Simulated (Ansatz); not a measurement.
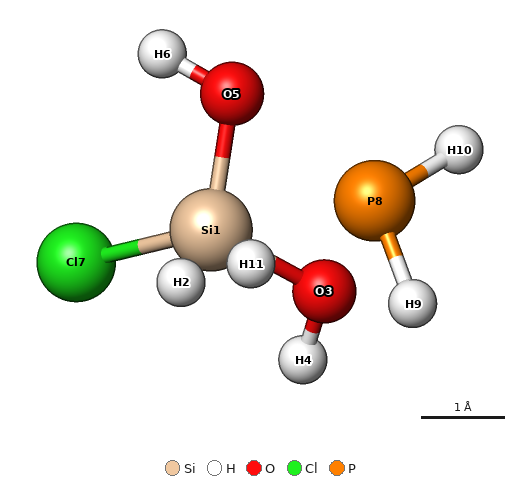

Fig. 1: The input geometry (ball-and-stick view, seen at a tilt; atoms are numbered from 1 in the order of the input).

**Run report: SiPH₆ClO₂, geometry relaxation (part 1 of 2)**

- system: SiPH₆ClO₂
- method: RKS CAM-B3LYP-D4/def2-SVP (Ansatz 0.2.0)

The input holds or restrains some coordinates. Forces given for the steps count only the free coordinates. It belongs to a series of runs on one base structure; here: pulled along the bonds that form and break, towards end B. Figures and captions count atoms from 1; the log counts them from 0 in places.

## The input
```yaml
crystal:
  periodic: [false, false, false]
  atoms:
    - { symbol: Si, position_ang: [0.0, 0.0, 0.0] }
    - { symbol: H, position_ang: [0.0, 0.0, 1.81] }
    - { symbol: O, position_ang: [1.5842, 0.0, -0.5594] }
    - { symbol: H, position_ang: [1.9006, -0.9521, -0.6761] }
    - { symbol: O, position_ang: [-0.7913, 1.3709, -0.5594] }
    - { symbol: H, position_ang: [-1.7491, 1.1401, -0.7818] }
    - { symbol: Cl, position_ang: [-1.0032, -1.7381, -0.7093] }
    - { symbol: P, position_ang: [1.3006, 1.9614, 0.782] }
    - { symbol: H, position_ang: [2.3929, 1.5203, 1.5749] }
    - { symbol: H, position_ang: [1.7909, 2.6825, -0.3388] }
    - { symbol: H, position_ang: [0.5245, 0.791, 1.8858] }
basis:
  gaussian: { orbitals: def2-SVP }
hamiltonian:
  xc: cam_b3lyp
  dispersion: d4
relax:
  f_tol: 0.15
  max_steps: 25
  restrain:
    - { distance: [0, 7], at: 2.18, k: 30.0 }
    - { distance: [10, 1], at: 0.66, k: 30.0 }
    - { distance: [0, 1], at: 2.66, k: 30.0 }
    - { distance: [10, 7], at: 2.62, k: 30.0 }
output:
  orbitals: {}
```

Launch command:
```bash
ansatz run input.yaml --threads 4 --pin off --max-ram 5120MiB --backend cpu --events-out ev --progress --plain --runs-dir out
```

## Output
```
The last accepted step is kept in [file] (removed where the run ends without a failure and the disk answers)
Engine: ansatz 0.2.0, x86_64-unknown-linux-gnu
Functional definition: CAM-B3LYP
  parameter alpha = 0.19
  parameter beta = 0.46
  parameter omega = 0.33/bohr
  parameter ac = 0.81
  exchange = (1 - alpha - beta)*b88_x + beta*b88_x_sr(omega) + alpha*exact_x + beta*exact_x_lr(omega)
  correlation = (1 - ac)*vwn5_c + ac*lyp_c
1132 factors; integrals over basis functions are off by at most 4.0e-4 eV
402 factors; integrals over basis functions are off by at most 7.7e-7 eV
mean field evaluation 1: about -33856.7445 eV, gradient 6.5e1 eV
mean field evaluation 2: about -33843.6093 eV, gradient 1.1e2 eV
mean field evaluation 4: about -33864.8321 eV, gradient 2.4e0 eV
mean field evaluation 8: about -33864.8501 eV, gradient 1.0e-1 eV
mean field evaluation 16: about -33864.8503 eV, gradient 1.2e-3 eV
mean field -33864.85033730 eV, -1244.5102954759 hartree, gradient 4.4e-5 eV, S^2 0.000000; 0 other end points of the search recorded, 0 dependent functions left out
the calculation of the forces begins
reference -33864.85046528 eV, -1244.5103001789 hartree; 34, 34 occupied and 78, 78 virtual orbitals, 1132 factors
relax step   1: F+E_penalty+E_count = -33865.11950192 eV  Δ(F+E_penalty+E_count) = +0.000e0 eV  max|allowed force component| = 5.036e0 eV/Å  E_restraint = 23.89519310 eV  max|allowed force component, restraints' pulls added| = 2.632e1 eV/Å  Δτ_max = 0.0000 Å  (33 SCF iters, accepted)
  distance Si 0 - P 7 = 2.4800 Å
  distance H 10 - H 1 = 0.9521 Å
  distance Si 0 - H 1 = 1.8100 Å
  distance H 10 - P 7 = 1.7862 Å
these checks for a lower state are left out or cut short: starts, cluster_reference, orbital_swaps, neighbouring_geometries, increment
1132 factors; integrals over basis functions are off by at most 4.1e-4 eV
402 factors; integrals over basis functions are off by at most 7.7e-7 eV
mean field -33865.57162091 eV, -1244.5368021595 hartree, gradient 2.4e-5 eV, S^2 0.000000; 0 other end points of the search recorded, 0 dependent functions left out
[... from here on the field's lines of each further geometry are left out, up to the last ...]
relax step   2: F+E_penalty+E_count = -33865.84312001 eV  Δ(F+E_penalty+E_count) = -7.236e-1 eV  max|allowed force component| = 3.853e0 eV/Å  E_restraint = 10.45517573 eV  max|allowed force component, restraints' pulls added| = 1.720e1 eV/Å  Δτ_max = 0.1948 Å  (37 SCF iters, accepted)
relax step   3: F+E_penalty+E_count = -33866.33478620 eV  Δ(F+E_penalty+E_count) = -4.917e-1 eV  max|allowed force component| = 5.434e0 eV/Å  E_restraint = 3.10677080 eV  max|allowed force component, restraints' pulls added| = 8.765e0 eV/Å  Δτ_max = 0.1947 Å  (38 SCF iters, accepted)
relax step   4: F+E_penalty+E_count = -33868.00810774 eV  Δ(F+E_penalty+E_count) = -1.673e0 eV  max|allowed force component| = 3.828e0 eV/Å  E_restraint = 0.38671035 eV  max|allowed force component, restraints' pulls added| = 3.202e0 eV/Å  Δτ_max = 0.1945 Å  (33 SCF iters, accepted)
relax step   5: F+E_penalty+E_count = -33869.10208270 eV  Δ(F+E_penalty+E_count) = -1.094e0 eV  max|allowed force component| = 2.364e0 eV/Å  E_restraint = 0.07724597 eV  max|allowed force component, restraints' pulls added| = 1.089e0 eV/Å  Δτ_max = 0.1948 Å  (31 SCF iters, accepted)
relax step   6: F+E_penalty+E_count = -33869.59857281 eV  Δ(F+E_penalty+E_count) = -4.965e-1 eV  max|allowed force component| = 1.813e0 eV/Å  E_restraint = 0.08750795 eV  max|allowed force component, restraints' pulls added| = 9.803e-1 eV/Å  Δτ_max = 0.1999 Å  (29 SCF iters, accepted)
relax step   7: F+E_penalty+E_count = -33869.95889219 eV  Δ(F+E_penalty+E_count) = -3.603e-1 eV  max|allowed force component| = 1.016e0 eV/Å  E_restraint = 0.11141556 eV  max|allowed force component, restraints' pulls added| = 1.376e0 eV/Å  Δτ_max = 0.1997 Å  (29 SCF iters, accepted)
relax step   8: F+E_penalty+E_count = -33870.30836548 eV  Δ(F+E_penalty+E_count) = -3.495e-1 eV  max|allowed force component| = 1.044e0 eV/Å  E_restraint = 0.10066918 eV  max|allowed force component, restraints' pulls added| = 1.210e0 eV/Å  Δτ_max = 0.2000 Å  (28 SCF iters, accepted)
relax step   9: F+E_penalty+E_count = -33870.52869687 eV  Δ(F+E_penalty+E_count) = -2.203e-1 eV  max|allowed force component| = 1.200e0 eV/Å  E_restraint = 0.07165581 eV  max|allowed force component, restraints' pulls added| = 6.211e-1 eV/Å  Δτ_max = 0.1949 Å  (29 SCF iters, accepted)
relax step  10: F+E_penalty+E_count = -33870.68091444 eV  Δ(F+E_penalty+E_count) = -1.522e-1 eV  max|allowed force component| = 1.237e0 eV/Å  E_restraint = 0.07510182 eV  max|allowed force component, restraints' pulls added| = 4.977e-1 eV/Å  Δτ_max = 0.1999 Å  (29 SCF iters, accepted)
relax step  11: F+E_penalty+E_count = -33870.69781329 eV  Δ(F+E_penalty+E_count) = -1.690e-2 eV  max|allowed force component| = 1.466e0 eV/Å  E_restraint = 0.06707292 eV  max|allowed force component, restraints' pulls added| = 1.643e-1 eV/Å  Δτ_max = 0.1222 Å  (25 SCF iters, accepted)
relax step  12: F+E_penalty+E_count = -33870.70420506 eV  Δ(F+E_penalty+E_count) = -6.392e-3 eV  max|allowed force component| = 1.490e0 eV/Å  E_restraint = 0.06765541 eV  max|allowed force component, restraints' pulls added| = 1.917e-1 eV/Å  Δτ_max = 0.0999 Å  (25 SCF iters, accepted)
relax step  13: F+E_penalty+E_count = -33870.71616024 eV  Δ(F+E_penalty+E_count) = -1.196e-2 eV  max|allowed force component| = 1.449e0 eV/Å  E_restraint = 0.07140799 eV  max|allowed force component, restraints' pulls added| = 3.058e-1 eV/Å  Δτ_max = 0.0678 Å  (25 SCF iters, accepted)
relax step  14: F+E_penalty+E_count = -33870.73481181 eV  Δ(F+E_penalty+E_count) = -1.865e-2 eV  max|allowed force component| = 1.515e0 eV/Å  E_restraint = 0.06415378 eV  max|allowed force component, restraints' pulls added| = 9.106e-2 eV/Å  Δτ_max = 0.2000 Å  (28 SCF iters, accepted)
relax step  15: F+E_penalty+E_count = -33870.76872514 eV  Δ(F+E_penalty+E_count) = -3.391e-2 eV  max|allowed force component| = 1.285e0 eV/Å  E_restraint = 0.08401385 eV  max|allowed force component, restraints' pulls added| = 6.785e-1 eV/Å  Δτ_max = 0.1925 Å  (28 SCF iters, accepted)
relax step  16: F+E_penalty+E_count = -33870.78736312 eV  Δ(F+E_penalty+E_count) = -1.864e-2 eV  max|allowed force component| = 1.057e0 eV/Å  E_restraint = 0.08663062 eV  max|allowed force component, restraints' pulls added| = 7.227e-1 eV/Å  Δτ_max = 0.1794 Å  (28 SCF iters, accepted)
relax step  17: F+E_penalty+E_count = -33870.79348111 eV  Δ(F+E_penalty+E_count) = -6.118e-3 eV  max|allowed force component| = 1.203e0 eV/Å  E_restraint = 0.06849739 eV  max|allowed force component, restraints' pulls added| = 3.470e-1 eV/Å  Δτ_max = 0.1259 Å  (25 SCF iters, accepted)
the calculation of the forces begins
reference -33870.53807370 eV, -1244.7193159333 hartree; 34, 34 occupied and 78, 78 virtual orbitals, 1132 factors
relax step  18: F+E_penalty+E_count = -33870.81490713 eV  Δ(F+E_penalty+E_count) = -2.143e-2 eV  max|allowed force component| = 1.224e0 eV/Å  E_restraint = 0.06064650 eV  max|allowed force component, restraints' pulls added| = 1.432e-1 eV/Å  Δτ_max = 0.2000 Å  (28 SCF iters, accepted)
```

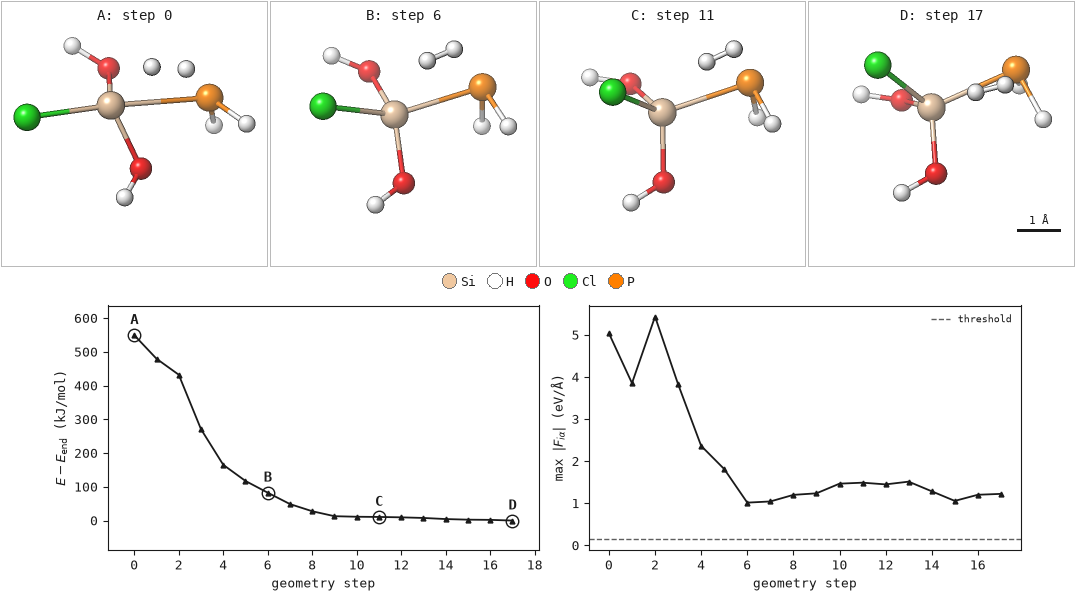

Fig. 2: Frames of the restrained relaxation (ball-and-stick view, seen at a tilt) above the curves, on which the letters mark them (the first geometry is step 0 here and step 1 in the log).

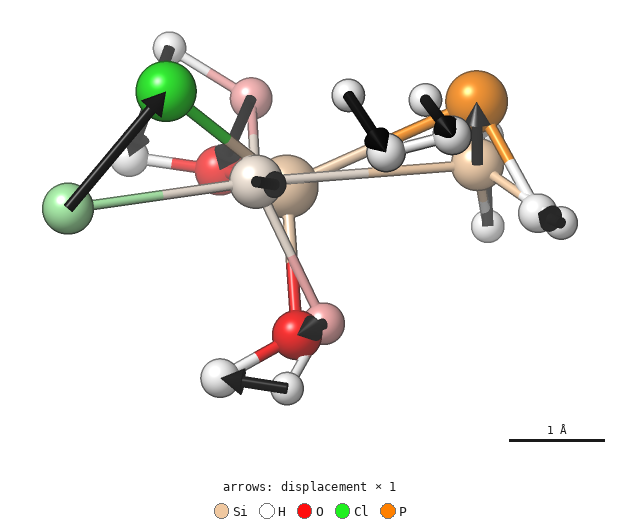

Fig. 3: Start (faint) and end (solid) with the displacements as black arrows, at true length (ball-and-stick view, seen at a tilt). The two geometries are laid on each other by the best rigid fit. Cl7 moves most after the best rigid fit: 1.61 Å. Largest moves by element: Cl 1.61 Å, H 1.36 Å, O 1.02 Å, P 0.67 Å, Si 0.63 Å. Distances before and after: Si1–P8 2.480 → 2.197 Å, H2–H11 0.952 → 0.719 Å, O5–H6 1.010 → 0.965 Å, O3–H4 1.010 → 0.965 Å. New bonds form: H2–H11 (0.95 → 0.72 Å). Among the angles that change: Cl7–Si1–P8 176.5° → 114.1°, O3–Si1–P8 67.1° → 110.5°, O5–Si1–P8 72.9° → 105.9°. After 17 geometry steps the energy has fallen by 549.5 kJ/mol. Largest force component: 5 eV/Å at the start, 1.2 eV/Å at the end. (Atoms are counted from 1 in the order of the input.)

```
  distance Si 0 - P 7 = 2.1974 Å
  distance H 10 - H 1 = 0.7192 Å
  distance Si 0 - H 1 = 2.6740 Å
  distance H 10 - P 7 = 2.6263 Å
1132 factors; integrals over basis functions are off by at most 4.5e-4 eV
402 factors; integrals over basis functions are off by at most 7.6e-7 eV
mean field -33870.53795379 eV, -1244.7193115265 hartree, gradient 1.3e-5 eV, S^2 0.000000; 1 other end points of the search recorded, 0 dependent functions left out
the calculation of the forces begins
reference -33870.53807370 eV, -1244.7193159333 hartree; 34, 34 occupied and 78, 78 virtual orbitals, 1132 factors
Total energy: -33870.81502705 eV, -1244.7294937810 hartree
Atom 0 at     0.217439     0.558797    -0.226057 Å, force    -0.184667    -0.196879    -0.655673 eV/Å
Atom 1 at     0.679825    -0.477080     2.195379 Å, force    -0.685568    -1.224181    -0.770816 eV/Å
Atom 2 at     1.488902    -0.439527    -0.559598 Å, force    -0.143228     0.024797     0.009904 eV/Å
Atom 3 at     1.313969    -1.265432    -1.027843 Å, force     0.020433     0.048363     0.037845 eV/Å
Atom 4 at    -0.401503     1.326493    -1.552341 Å, force    -0.018143    -0.115559    -0.011045 eV/Å
Atom 5 at    -1.128198     0.907904    -2.029322 Å, force     0.053640     0.023385     0.034330 eV/Å
Atom 6 at    -1.337735    -0.634845     0.484997 Å, force    -0.018846    -0.019674    -0.042928 eV/Å
Atom 7 at     0.832284     2.149748     1.159305 Å, force     0.161392     0.467414     0.187291 eV/Å
Atom 8 at     2.154085     1.643176     1.268281 Å, force     0.036815     0.031768     0.017189 eV/Å
Atom 9 at     1.136532     3.017623     0.071522 Å, force    -0.002645     0.028626     0.017449 eV/Å
Atom 10 at     0.994499    -0.010856     2.643578 Å, force     0.780815     0.931940     1.176454 eV/Å
Dipole moment:     0.000974    -0.247963    -0.358712 e Å
```

## Trajectory as extended XYZ (Å, eV, eV/Å), 18 frames, from step=1 to step=18
```
11
Properties=species:S:1:pos:R:3:forces:R:3 step=1 energy=-33865.11950
Si    0.0000    0.0000    0.0000    2.3790   2.9810  -0.2055
H     0.0000    0.0000    1.8100   -0.2570  -0.6069   0.1187
O     1.5842    0.0000   -0.5594    0.2141  -5.0364  -1.2624
H     1.9006   -0.9521   -0.6761   -0.0061   1.0766  -0.5357
O    -0.7913    1.3709   -0.5594   -3.2591  -2.1091  -0.5382
H    -1.7491    1.1401   -0.7818    1.3528   0.7072   0.0394
Cl   -1.0032   -1.7381   -0.7093    0.4056   0.9506   0.7146
P     1.3006    1.9614    0.7820   -0.2161   1.1378   2.4241
H     2.3929    1.5203    1.5749    0.7474   0.1013  -0.8474
H     1.7909    2.6825   -0.3388   -0.0288   0.2136   0.4801
H     0.5245    0.7910    1.8858   -1.3318   0.5844  -0.3876
11
Properties=species:S:1:pos:R:3:forces:R:3 step=2 energy=-33865.84312
Si    0.0491    0.0666   -0.1168    1.6228   2.5181   0.2291
H     0.0070    0.0082    1.9925   -0.3387  -0.7049   0.7359
O     1.6154   -0.0281   -0.5899    0.7643  -3.7129  -1.7402
H     1.9046   -0.9604   -0.6841    0.5236   0.0615  -0.6950
O    -0.8186    1.3831   -0.5786   -2.9271  -1.3303  -1.1244
H    -1.7501    1.1417   -0.7847    0.3425   0.5570  -0.3781
Cl   -0.9955   -1.7222   -0.7015    0.5490   1.1419   0.6864
P     1.3237    1.9983    0.6975   -1.6206   0.3641   3.8533
H     2.3941    1.5259    1.5570    0.3242   0.1378  -1.1998
H     1.8004    2.6983   -0.3544    1.2933   0.6779  -1.1836
H     0.4201    0.6646    1.9909   -0.5332   0.2899   0.8165
11
Properties=species:S:1:pos:R:3:forces:R:3 step=3 energy=-33866.33479
Si    0.1104    0.1618   -0.2189    0.8602   1.4204   1.0487
H    -0.0084   -0.0123    2.1563   -2.4592  -4.0468   0.5406
O     1.6466   -0.0599   -0.6305    1.2353  -2.7013  -1.8681
H     1.9156   -0.9753   -0.6962    0.7374  -1.0129  -0.7866
O    -0.8564    1.3905   -0.6100   -2.1066  -0.3609  -1.1915
H    -1.7621    1.1419   -0.7962   -0.8241   0.1867  -0.6471
Cl   -0.9805   -1.6941   -0.6880    0.8730   1.6023   0.7675
P     1.3133    2.0299    0.6302   -1.7177   0.3589   5.4335
H     2.3901    1.5295    1.5308   -0.2682   0.2811  -1.5347
H     1.8332    2.7081   -0.3853    1.6305   0.5631  -2.0197
H     0.3484    0.5560    2.1357    2.0394   3.7094   0.2574
11
Properties=species:S:1:pos:R:3:forces:R:3 step=4 energy=-33868.00811
Si    0.2042    0.3021   -0.2388    0.5904   0.5183  -0.1234
H    -0.0634   -0.1063    2.3174   -2.0722  -3.4358   0.3500
O     1.6972   -0.1225   -0.7273    0.3409  -1.2391  -0.8845
H     1.9314   -1.0465   -0.7306    0.2402  -0.8961  -0.6306
O    -0.9066    1.4057   -0.6836   -0.8554  -0.2715  -0.6402
H    -1.8069    1.1234   -0.8231   -0.7145  -0.1535  -0.5875
Cl   -0.9208   -1.5895   -0.6404    0.8919   1.5373   0.9571
P     1.2654    2.1149    0.6503   -0.5441   0.6402   3.8277
H     2.3735    1.5408    1.4632   -0.5328   0.3458  -1.2436
H     1.8830    2.6825   -0.4399    0.7915  -0.2395  -0.9941
H     0.2928    0.4715    2.2808    1.8642   3.1941  -0.0309
```
